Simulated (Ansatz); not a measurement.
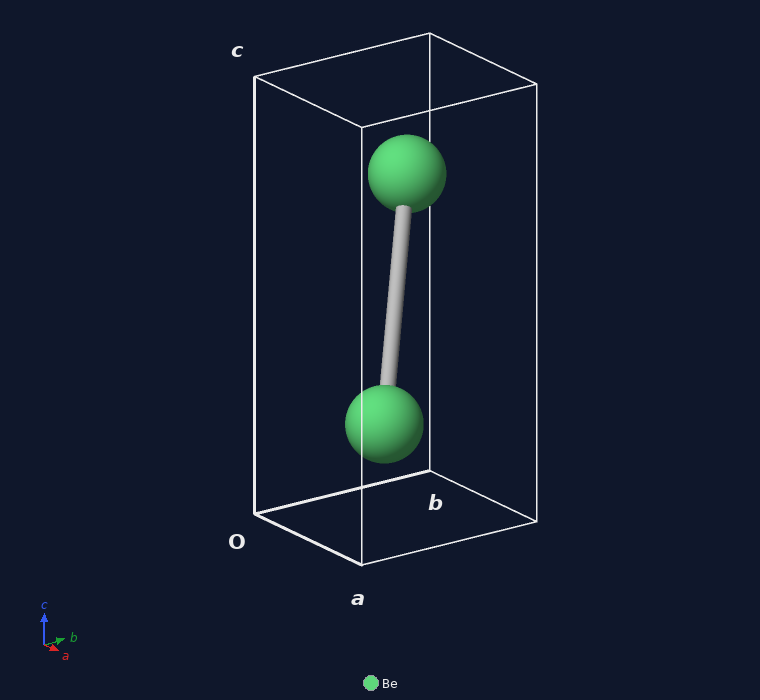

Crystal: Be, the geometry relaxed at fixed volume with Ansatz, DFT PBE, spin-orbit coupling, plane waves, PAW. One unit cell is drawn above. All values are computed from the atomic coordinates in the standard setting (tolerance 0.002 Å).

```
CELL_PARAMETERS angstrom
2.27091 0.00000 0.00000
-1.13546 1.96667 0.00000
0.00000 0.00000 3.55514
ATOMIC_POSITIONS crystal
Be 0.33333 0.66667 0.75000
Be 0.66667 0.33333 0.25000
```

What is its point group?

Answer. 6/mmm (D6h), order 24, hexagonal system: one sixfold axis, six twofold axes, seven mirror planes, an inversion centre.

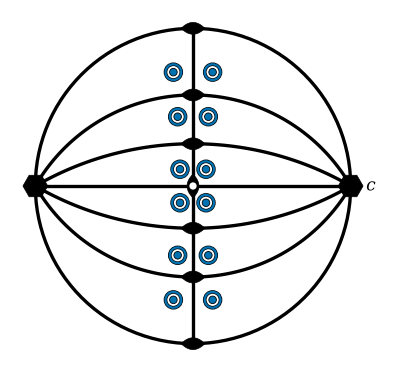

Stereographic projection: filled dots lie in the upper hemisphere, open rings in the lower; heavy lines are mirror planes (a heavy rim: a mirror in the plane of the page); lens, triangle, square and hexagon are 2-, 3-, 4- and 6-fold axes, a lens in an open square is −4, a triangle in an open hexagon −6; thin dashed diameters join the ends of axes that lie in the page; a small open circle marks inversion. The poles are one general form. The a axis points at the viewer.

What does this class allow?

Answer. Class 6/mmm is centrosymmetric, so neither piezoelectric nor pyroelectric; it is not chiral. Its Laue class is 6/mmm.
